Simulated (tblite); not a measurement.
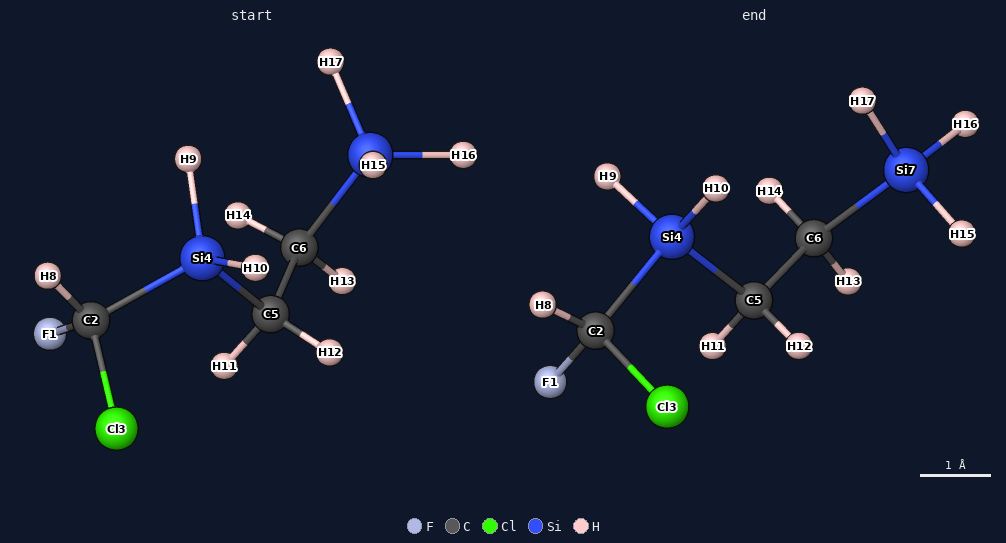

The structure of C3H10ClFSi2 before (left) and after (right) a relaxation, at one scale.

The picture is a ball-and-stick view, seen from a free direction.

Level of theory: GFN2-xTB geometry optimisation, gas phase in tblite 0.8.0. 

Question: Describe what moved and what it gained.

Answer: After 214 geometry steps the energy has fallen by 12.9 kcal/mol. The largest move after the best rigid fit is that of H15, 1.65 Å. By element the largest moves are H 1.65 Å, F 0.87 Å, Cl 0.86 Å, Si 0.68 Å, C 0.38 Å. Some distances before and after: Si4–Si7 3.294 → 3.692 Å, C2–Si4 1.858 → 1.934 Å, C6–Si7 1.858 → 1.902 Å, Si4–C5 1.863 → 1.894 Å. Bond angles that change, for instance: Si4–C2–H8 106.6° → 115.3°, C5–Si4–H10 107.4° → 115.2°, C5–C6–Si7 108.1° → 114.8°. Groups turn about C6–Si7 by about 60°, Si4–C5 by about 50°.
